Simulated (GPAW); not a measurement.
Band structure of NbB2 (P6/mmm, 3 atoms in the cell).

```
NbB2
1.0
    3.11000     0.00000     0.00000
   -1.55500     2.69334     0.00000
    0.00000     0.00000     3.27000
B Nb
2 1
Direct
  0.33333   0.66667   0.50000
  0.66667   0.33333   0.50000
  0.00000   0.00000   0.00000
```

Method of the run: PBEsol, GPAW PAW datasets PBEsol (made by gpaw-setup) (plane waves; GPAW).

Settings: mode = pw; ecut = 950 eV; xc = PBEsol; kpts = 12 12 10; mesh shift (steps) = 0 0 0; occupations.name = methfessel-paxton; occupations.width = 0.272 eV; occupations.order = 0; nbands = -7; convergence.density = 1e-05 e/electron; symmetry.symmorphic = false; symmetry.tolerance = 0.0005; maxiter = 120; bandpath_npoints = 30.

The starting cell comes from a database of published, mostly measured structures (it also holds non-ambient and calculated ones), without a prior relaxation at this level. Spin polarisation is off.

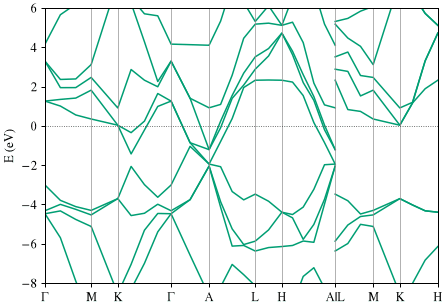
*Bands along the path, energies from the Fermi level.*

Levels in eV from the Fermi level, bands 6 to 13:
```
point       6      7      8      9     10     11     12    13
-----  ------  -----  -----  -----  -----  -----  -----  ----
Γ       -4.47  -4.47  -4.32  -3.01   1.26   1.26   3.29  3.29
M       -9.84  -5.12  -4.53  -4.30   0.35   1.81   2.46  3.12
K       -9.19  -8.55  -3.71  -3.71   0.03   0.03   0.91  7.37
A       -8.65  -2.05  -2.05  -1.95  -1.95  -1.21  -1.21  0.92
L       -8.14  -6.37  -5.87  -3.48   2.32   2.88   3.51  5.17
H      -10.21  -6.14  -4.40  -4.40   2.32   4.72   4.72  5.11
```

Bands cross the Fermi level along this path, so the cell is metallic at this level.
